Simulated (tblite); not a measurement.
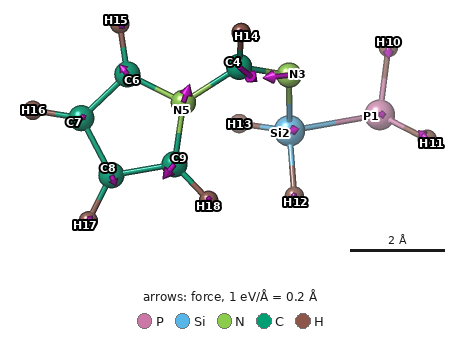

Starting geometry of C5H9N2PSi with the computed forces as purple arrows. A ball-and-stick model, seen at a tilt.

These are results of tblite, GFN2-xTB geometry optimisation, gas phase, not measurements. 

Question: Is this structure relaxed? If not, where do the atoms go?

Answer: It isn't relaxed: the largest force vector, on C4, is 3.42 eV/Å. The final displacements have little in common with the starting forces (cosine between the two patterns 0.08). Over 185 geometry steps the energy falls by 1.096 eV. The atom that moves furthest after the best rigid fit is H13 (3.29 Å). By element the largest moves are H 3.29 Å, Si 1.38 Å, P 1.29 Å, C 1.04 Å, N 0.41 Å. Among the contacts that change: P1–H11 1.468 → 1.381 Å, P1–H10 1.458 → 1.381 Å, Si2–N3 1.773 → 1.709 Å, C4–N5 1.429 → 1.373 Å. Bond angles that change, for instance: Si2–N3–C4 120.3° → 140.7°, H10–P1–H11 104.9° → 92.5°, N3–Si2–H12 112.7° → 102.3°. Groups turn about Si2–N3 by about 95°, P1–Si2 by about 95°, C4–N5 by about 65°. Cost: 1.8 s on 1 thread of Arm Neoverse V1, on a shared host.
